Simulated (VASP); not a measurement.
Shape and ions are relaxed at each volume.

Energy against volume of Zr (hcp). Level of theory: vdW-DF2, VASP's PBE PAW potentials (set 64) (plane waves; VASP).

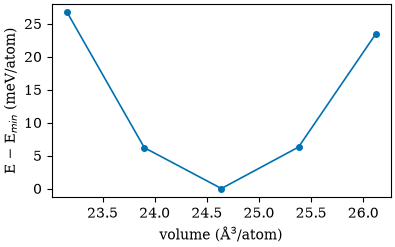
*Energy against volume*

### Question
Estimate the equilibrium volume and the bulk modulus.

### Answer
The minimum lies near 24.6 Å³/atom, and the curvature gives B0 of about 90 GPa.

The compound is Zr in the hcp structure. It was relaxed first, which changed the volume by +6 %.
